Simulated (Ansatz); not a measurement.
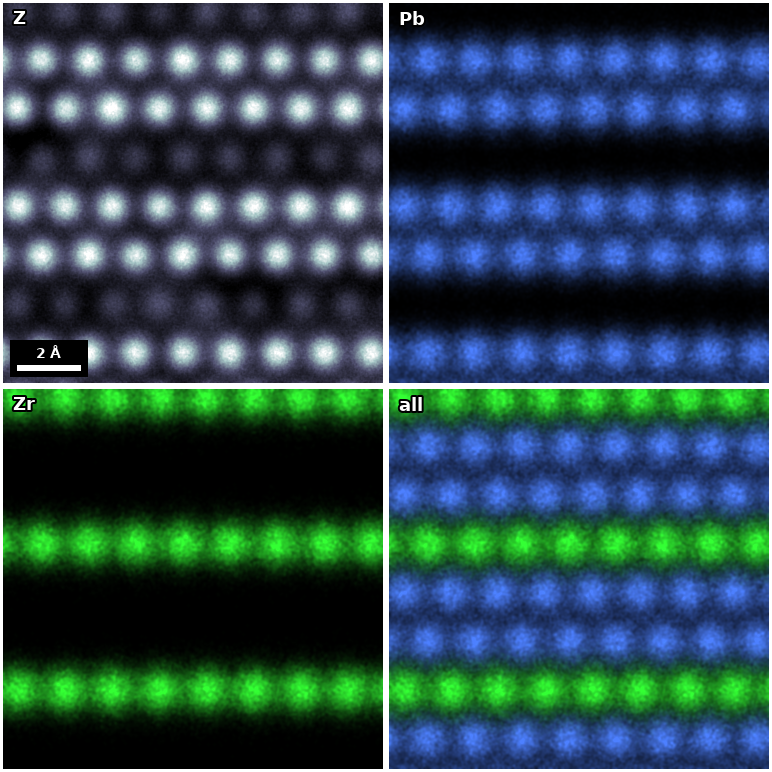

A crystal along [201]. Panel Z: Simulation: incoherent imaging, intensity Z^1.7 per atom, probe width 0.86 Å, thin sample. The probe carries 25 % of its weight in a tail 2.5 times as wide. Shot noise and the speckle of an amorphous layer were added. The other panels are simulated element maps (the number of atoms of one element along the beam, blurred by 1.1 Å, with counting noise; each on its own scale, no channelling); the last overlays them.

Q: Describe the distribution of the elements over the columns.

A: The projected cell (1.49 × 4.69 Å, 99°) holds 3 columns: 2 of Pb and 1 of Zr. No column is shared by two of the mapped elements. The brightest columns of the Z-contrast image hold Pb.

The crystal is ZrPb₂ (P6/mmm, No. 191). Structure used: the end point of a relaxation with Ansatz 0.2.0, DFT PBEsol, scalar-relativistic, plane waves, PAW; the starting structure was generated, so it need not be a known form of this composition.
